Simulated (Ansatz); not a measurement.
Partial pair distribution functions of a relaxed model of amorphous Si$_{24}$O$_{48}$Ir, broadened by 0.06 Å; density 2.47 g/cm³. Method: PBE, scalar-relativistic without spin-orbit coupling (plane waves to 420 eV, PAW; Ansatz, a quantum-chemistry and plane-wave program). In the spin-polarised cell the level spacing at the Fermi energy can part levels of unlike spin.

Preparation: random packing, a CHGNet melt and quench, and a DFT relaxation. O atoms were pushed apart under 1.9 Å during the dynamics, to hinder bonds among them. The hot cell started wider than the set density and was brought back towards it in steps. It is the lowest in DFT energy of 2 quenches. It is a model cell: composition and starting density were chosen by hand, and all elements were melted together. No dispersion term was used. Its density started from a set value of 2.47 and ended at 2.47 g/cm³. The quench (nominally 320 K/ps over its main leg) was far faster than any real one, so the model tends to hold more defects than a real film. A cell of this size samples the disorder only roughly. The volume was held where the preparation left it, at a PBE pressure of 1.5 GPa. Stress components on the final sampling reach 2.1 GPa.

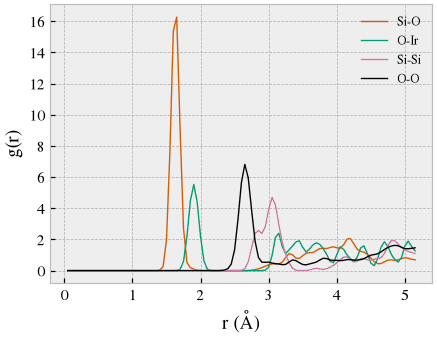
Fig. 1. Partial pair distribution functions

Highest peaks under 4.5 Å: Si-O near 1.65 Å, O-Ir near 1.90 Å, Si-Si near 3.05 Å, O-O near 2.65 Å; pairs of few atoms are noisy.

Within 1.98 Å each Si has 3.96 O neighbours on average.
